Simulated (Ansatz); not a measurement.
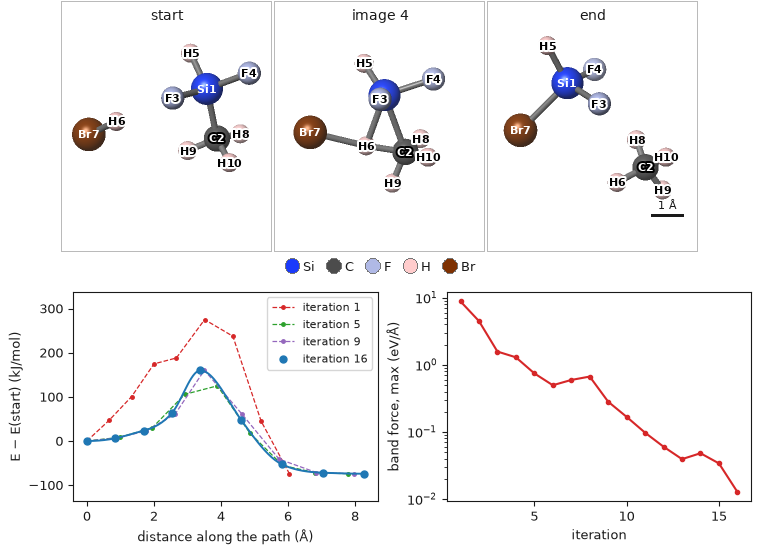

NEB run on CH$_{5}$BrF$_{2}$Si. Images are numbered from 0 (start) to 8 (end). The plot follows the band through its iterations. The picture is a ball-and-stick view, seen at a tilt.

The calculation used RKS r2SCAN/def2-SVP (Ansatz). Settings: 7 movable images; climbing image; force threshold 0.03 eV/Å; iteration limit 60; starting path through a guess of the saddle point.

Question: Did the band converge, and can the barrier be trusted?

Answer: The result is final at these settings. The band converged in 16 iterations. The largest component of the band force went from 8.8 to 0.013 eV/Å. The climbing image converged on the top of the path. Its vibrational analysis gives one imaginary mode (523i cm⁻¹), as a transition state must have. The first iteration put the highest image at 275.0 kJ/mol. The highest point, image 4, lies 160.0 kJ/mol above the start and 234.0 kJ/mol above the end; the end is at −74.0 kJ/mol relative to the start.
